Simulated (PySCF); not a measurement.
**Geometry relaxation of Si₂H₄O₂F (part 1 of 2)**

The run: geometry relaxation of Si₂H₄O₂F, multiplicity 2, SMILES O[Si](F)O[SiH3]. Method and program: PBE0-D3(BJ)/def2-SVP geometry optimisation, gas phase (PySCF 2.14.0).

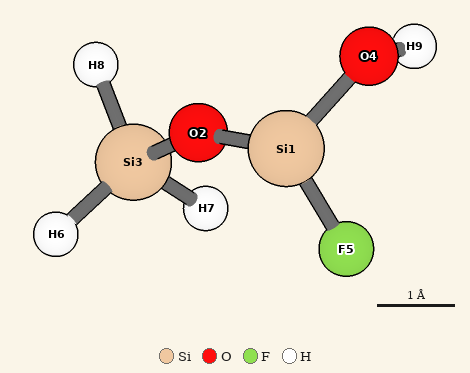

Figure 1. The starting structure (ball-and-stick view, seen at a tilt; atoms are numbered from 1 in the order of the input).

**Input file**
```
{"job": {"xc": "PBE0", "basis": "def2-SVP", "d3": "d3bj", "grid": 2, "kind": "geom", "shake": 0.01}, "charge": 0, "multiplicity": 2}
Si     1.137333     0.971685     0.545533
O     -0.348970     0.402611     0.216958
Si    -1.510432    -0.747730     0.112360
O      1.908790     1.619806    -0.736149
F      1.992112    -0.278949     1.031144
H     -2.095727    -0.840223     1.444830
H     -0.842663    -1.998294    -0.285776
H     -2.376749    -0.214946    -0.904104
H      2.180553     1.062893    -1.433344
```

The first line tells a small driver script what to run in PySCF; the rest is the geometry in Å.

Hardware: 1 CPU thread, shared host.

Launched with:
```bash
OMP_NUM_THREADS=1 python <driver script> task.json out
```

**The program's output**
```
step   0  E = -830.92397872  max force = 0.026886
step   1  E = -830.93126052  max force = 0.003832
step   2  E = -830.93141497  max force = 0.001598
step   3  E = -830.93145895  max force = 0.001723
step   4  E = -830.93150151  max force = 0.001893
step   5  E = -830.93160181  max force = 0.001882
step   6  E = -830.93171574  max force = 0.001418
step   7  E = -830.93181749  max force = 0.002114
step   8  E = -830.93185988  max force = 0.001348
step   9  E = -830.93188657  max force = 0.001122
step  10  E = -830.93194689  max force = 0.001600
step  11  E = -830.93197587  max force = 0.001153
step  12  E = -830.93201535  max force = 0.000720
step  13  E = -830.93203215  max force = 0.000513
step  14  E = -830.93204920  max force = 0.000348
step  15  E = -830.93207159  max force = 0.000590
step  16  E = -830.93209651  max force = 0.001523
step  17  E = -830.93213310  max force = 0.003282
step  18  E = -830.93220502  max force = 0.003280
step  19  E = -830.93242252  max force = 0.006089
step  20  E = -830.93271280  max force = 0.003182
step  21  E = -830.93322342  max force = 0.004423
step  22  E = -830.93352760  max force = 0.002061
step  23  E = -830.93357109  max force = 0.000683
step  24  E = -830.93365459  max force = 0.000702
step  25  E = -830.93366403  max force = 0.000527
step  26  E = -830.93367315  max force = 0.000292
optimisation converged
```

**Trajectory as extended XYZ (Å, eV, eV/Å), 27 frames, from step=0 to step=26**
```
9
Properties=species:S:1:pos:R:3:forces:R:3 step=0 energy=-22610.59314
Si    1.1373    0.9717    0.5455   -0.5125   0.9450   0.2791
O    -0.3490    0.4026    0.2170    0.5706   0.6974  -0.1090
Si   -1.5104   -0.7477    0.1124    0.6825  -0.0208   0.2518
O     1.9088    1.6198   -0.7361   -0.4038   1.3644   0.8360
F     1.9921   -0.2789    1.0311    0.7539  -1.1285   0.4814
H    -2.0957   -0.8402    1.4448   -0.5533  -0.2764   0.4501
H    -0.8427   -1.9983   -0.2858   -0.1067  -0.4939  -0.1283
H    -2.3767   -0.2150   -0.9041   -0.9866  -0.0037  -0.6784
H     2.1806    1.0629   -1.4333    0.5559  -1.0836  -1.3825
9
Properties=species:S:1:pos:R:3:forces:R:3 step=1 energy=-22610.79129
Si    1.1854    1.0266    0.5783    0.0641  -0.1339  -0.0720
O    -0.3030    0.4634    0.1818   -0.1970  -0.1172  -0.0281
Si   -1.4987   -0.6970    0.0992    0.0817   0.0031   0.0548
O     1.9274    1.7136   -0.7232    0.0428   0.0012   0.0040
F     2.0576   -0.2661    1.0580   -0.0658   0.0982  -0.0280
H    -2.1846   -0.8452    1.4175    0.0842   0.0166   0.0024
H    -0.9061   -2.0072   -0.3102   -0.0054   0.0418   0.0318
H    -2.5101   -0.2812   -0.9103    0.0284   0.0574  -0.0437
H     2.2138    1.1341   -1.4412   -0.0330   0.0328   0.0789
9
Properties=species:S:1:pos:R:3:forces:R:3 step=2 energy=-22610.79549
Si    1.1776    1.0144    0.5662   -0.0003  -0.0089   0.0822
O    -0.3124    0.4545    0.1705    0.0065   0.0013  -0.0812
Si   -1.5025   -0.7051    0.1003   -0.0015   0.0082   0.0363
O     1.9300    1.7283   -0.7132   -0.0034  -0.0088   0.0087
F     2.0498   -0.2771    1.0412   -0.0278   0.0268  -0.0468
H    -2.1710   -0.8304    1.4275    0.0173  -0.0106   0.0077
H    -0.9093   -2.0175   -0.2907   -0.0058  -0.0081   0.0043
H    -2.5060   -0.2857   -0.9176    0.0114   0.0029  -0.0080
H     2.2256    1.1597   -1.4343    0.0036  -0.0028  -0.0031
9
Properties=species:S:1:pos:R:3:forces:R:3 step=3 energy=-22610.79669
Si    1.1734    1.0106    0.5676   -0.0050  -0.0162   0.0505
O    -0.3157    0.4545    0.1645    0.0324   0.0536  -0.0886
Si   -1.5009   -0.7083    0.1015   -0.0209  -0.0029   0.0366
O     1.9286    1.7393   -0.7012   -0.0127   0.0250   0.0056
F     2.0416   -0.2921    1.0128    0.0126  -0.0061   0.0000
H    -2.1670   -0.8192    1.4306   -0.0109  -0.0149   0.0043
H    -0.9053   -2.0247   -0.2702   -0.0022  -0.0148  -0.0062
H    -2.4968   -0.2974   -0.9277   -0.0003  -0.0138   0.0069
H     2.2239    1.1784   -1.4280    0.0070  -0.0100  -0.0092
9
Properties=species:S:1:pos:R:3:forces:R:3 step=4 energy=-22610.79784
Si    1.1693    1.0050    0.5665   -0.0074   0.0013   0.0536
O    -0.3193    0.4548    0.1527    0.0343   0.0554  -0.0974
Si   -1.4997   -0.7138    0.1031   -0.0219  -0.0227   0.0396
O     1.9267    1.7584   -0.6861   -0.0207   0.0221  -0.0064
F     2.0379   -0.3057    0.9834    0.0294  -0.0281   0.0193
H    -2.1669   -0.8101    1.4332   -0.0174  -0.0060  -0.0031
H    -0.9019   -2.0357   -0.2463    0.0049  -0.0045  -0.0095
H    -2.4913   -0.3209   -0.9368   -0.0086  -0.0121   0.0121
H     2.2270    1.2092   -1.4200    0.0074  -0.0054  -0.0083
9
Properties=species:S:1:pos:R:3:forces:R:3 step=5 energy=-22610.80057
Si    1.1545    0.9925    0.5643   -0.0051   0.0316   0.0460
O    -0.3289    0.4556    0.1121    0.0209   0.0264  -0.0968
Si   -1.4943   -0.7316    0.1045   -0.0117  -0.0463   0.0420
O     1.9161    1.8095   -0.6450   -0.0235   0.0080  -0.0308
F     2.0289   -0.3321    0.9172    0.0433  -0.0610   0.0446
H    -2.1624   -0.7914    1.4369   -0.0217   0.0135  -0.0129
H    -0.8843   -2.0618   -0.1911    0.0167   0.0172  -0.0124
H    -2.4838   -0.3914   -0.9549   -0.0212  -0.0001   0.0168
H     2.2360    1.2919   -1.3940    0.0023   0.0107   0.0035
9
Properties=species:S:1:pos:R:3:forces:R:3 step=6 energy=-22610.80367
Si    1.1357    0.9776    0.5588    0.0031   0.0514   0.0315
O    -0.3369    0.4515    0.0553    0.0114  -0.0216  -0.0729
Si   -1.4879   -0.7522    0.1034   -0.0031  -0.0422   0.0358
O     1.9004    1.8612   -0.6011   -0.0158  -0.0058  -0.0286
F     2.0207   -0.3536    0.8597    0.0303  -0.0576   0.0350
H    -2.1519   -0.7677    1.4396   -0.0169   0.0220  -0.0143
H    -0.8625   -2.0862   -0.1388    0.0174   0.0255  -0.0111
H    -2.4845   -0.4691   -0.9654   -0.0238   0.0095   0.0153
H     2.2487    1.3797   -1.3617   -0.0025   0.0188   0.0093
9
Properties=species:S:1:pos:R:3:forces:R:3 step=7 energy=-22610.80644
Si    1.0880    0.9250    0.5306    0.0239   0.0720  -0.0153
O    -0.3346    0.3986   -0.1135    0.0110  -0.1087   0.0492
Si   -1.4730   -0.8069    0.0981   -0.0183   0.0044  -0.0180
O     1.8384    1.9833   -0.4843   -0.0046  -0.0454   0.0099
F     2.0310   -0.3902    0.7178   -0.0122   0.0105  -0.0150
H    -2.1195   -0.6731    1.4371    0.0026   0.0192  -0.0088
H    -0.8325   -2.1512    0.0009    0.0120   0.0162  -0.0088
H    -2.4909   -0.6555   -0.9765   -0.0141   0.0105   0.0044
H     2.2748    1.6111   -1.2604   -0.0003   0.0213   0.0025
9
Properties=species:S:1:pos:R:3:forces:R:3 step=8 energy=-22610.80760
Si    1.1070    0.9440    0.5418   -0.0066   0.0398  -0.0065
O    -0.3349    0.4152   -0.0523    0.0263  -0.0693   0.0007
Si   -1.4800   -0.7902    0.1011   -0.0018   0.0171   0.0037
O     1.8620    1.9429   -0.5277   -0.0077  -0.0188   0.0050
F     2.0287   -0.3795    0.7688    0.0000  -0.0054  -0.0018
H    -2.1354   -0.7033    1.4390   -0.0022   0.0074  -0.0029
H    -0.8421   -2.1310   -0.0466    0.0029   0.0089  -0.0055
H    -2.4917   -0.5917   -0.9724   -0.0082   0.0071   0.0043
H     2.2682    1.5347   -1.3019   -0.0027   0.0133   0.0031
9
Properties=species:S:1:pos:R:3:forces:R:3 step=9 energy=-22610.80832
Si    1.1062    0.9358    0.5389   -0.0204   0.0188  -0.0115
O    -0.3277    0.3974   -0.0673    0.0353  -0.0577   0.0116
Si   -1.4804   -0.7987    0.1013   -0.0038   0.0402  -0.0034
O     1.8510    1.9571   -0.5160   -0.0043  -0.0102   0.0059
F     2.0423   -0.3800    0.7529   -0.0025   0.0053  -0.0060
H    -2.1389   -0.6851    1.4356    0.0015  -0.0035   0.0031
H    -0.8476   -2.1435   -0.0268   -0.0033  -0.0010  -0.0019
H    -2.4908   -0.6084   -0.9752   -0.0006   0.0014   0.0013
H     2.2678    1.5666   -1.2935   -0.0020   0.0066   0.0010
9
Properties=species:S:1:pos:R:3:forces:R:3 step=10 energy=-22610.80996
Si    1.1099    0.9004    0.5279   -0.0426  -0.0455  -0.0124
O    -0.2884    0.3135   -0.1172    0.0389  -0.0104   0.0402
Si   -1.4821   -0.8316    0.1031   -0.0211   0.0823  -0.0288
O     1.7960    2.0110   -0.4720    0.0154   0.0266   0.0029
F     2.1158   -0.3711    0.6883   -0.0077   0.0384  -0.0163
H    -2.1577   -0.6110    1.4153    0.0141  -0.0298   0.0194
H    -0.8864   -2.1972    0.0597   -0.0181  -0.0261   0.0098
H    -2.4757   -0.6678   -0.9939    0.0168  -0.0165  -0.0064
H     2.2505    1.6949   -1.2614    0.0043  -0.0190  -0.0083
9
Properties=species:S:1:pos:R:3:forces:R:3 step=11 energy=-22610.81075
Si    1.1177    0.9047    0.5306   -0.0346  -0.0396   0.0004
O    -0.2838    0.3106   -0.0979    0.0323  -0.0026   0.0187
Si   -1.4858   -0.8274    0.1053   -0.0203   0.0593  -0.0184
O     1.8001    2.0026   -0.4857    0.0083   0.0342  -0.0006
F     2.1253   -0.3638    0.6996   -0.0025   0.0235  -0.0121
H    -2.1656   -0.6172    1.4170    0.0123  -0.0231   0.0159
H    -0.9008   -2.1977    0.0517   -0.0142  -0.0191   0.0078
H    -2.4727   -0.6482   -0.9952    0.0144  -0.0117  -0.0047
H     2.2473    1.6776   -1.2756    0.0042  -0.0210  -0.0070
9
Properties=species:S:1:pos:R:3:forces:R:3 step=12 energy=-22610.81183
Si    1.1287    0.9028    0.5311   -0.0088  -0.0179   0.0113
O    -0.2674    0.2866   -0.0833    0.0105   0.0005  -0.0037
Si   -1.4909   -0.8278    0.1092   -0.0157   0.0043  -0.0016
O     1.7895    2.0047   -0.4952    0.0011   0.0370  -0.0081
F     2.1591   -0.3468    0.6954    0.0039   0.0024  -0.0036
H    -2.1758   -0.6112    1.4175    0.0048  -0.0042   0.0048
H    -0.9351   -2.2113    0.0629   -0.0030  -0.0027   0.0012
H    -2.4625   -0.6354   -1.0024    0.0033  -0.0007   0.0005
H     2.2362    1.6796   -1.2855    0.0038  -0.0187  -0.0007
9
Properties=species:S:1:pos:R:3:forces:R:3 step=13 energy=-22610.81228
Si    1.1327    0.8994    0.5289   -0.0030  -0.0047   0.0098
O    -0.2565    0.2671   -0.0831    0.0039  -0.0026  -0.0066
Si   -1.4930   -0.8321    0.1119   -0.0072  -0.0125   0.0055
O     1.7764    2.0128   -0.4968   -0.0023   0.0264  -0.0110
F     2.1827   -0.3344    0.6845    0.0047  -0.0035  -0.0004
H    -2.1779   -0.6027    1.4180    0.0002   0.0032  -0.0007
H    -0.9545   -2.2231    0.0766    0.0022   0.0035  -0.0023
H    -2.4575   -0.6371   -1.0052   -0.0028   0.0031   0.0027
H     2.2296    1.6911   -1.2849    0.0043  -0.0128   0.0031
9
Properties=species:S:1:pos:R:3:forces:R:3 step=14 energy=-22610.81275
Si    1.1348    0.8984    0.5245   -0.0010   0.0083   0.0049
O    -0.2451    0.2442   -0.0849    0.0004  -0.0073  -0.0067
Si   -1.4945   -0.8390    0.1158    0.0019  -0.0179   0.0096
O     1.7583    2.0231   -0.5025   -0.0067   0.0087  -0.0117
F     2.2085   -0.3154    0.6734    0.0025  -0.0064   0.0028
H    -2.1760   -0.5955    1.4212   -0.0023   0.0069  -0.0040
H    -0.9735   -2.2370    0.0893    0.0059   0.0067  -0.0044
H    -2.4555   -0.6400   -1.0034   -0.0067   0.0046   0.0038
H     2.2248    1.7024   -1.2835    0.0061  -0.0036   0.0058
9
Properties=species:S:1:pos:R:3:forces:R:3 step=15 energy=-22610.81336
Si    1.1323    0.9024    0.5145   -0.0024   0.0304  -0.0058
O    -0.2303    0.2104   -0.0913   -0.0022  -0.0158  -0.0052
Si   -1.4950   -0.8524    0.1227    0.0158  -0.0142   0.0125
O     1.7272    2.0393   -0.5184   -0.0119  -0.0252  -0.0105
F     2.2419   -0.2784    0.6619   -0.0043  -0.0119   0.0068
H    -2.1642   -0.5921    1.4312   -0.0037   0.0092  -0.0063
H    -0.9956   -2.2584    0.1017    0.0097   0.0085  -0.0060
H    -2.4589   -0.6462   -0.9925   -0.0095   0.0050   0.0039
H     2.2244    1.7165   -1.2799    0.0084   0.0140   0.0104
```
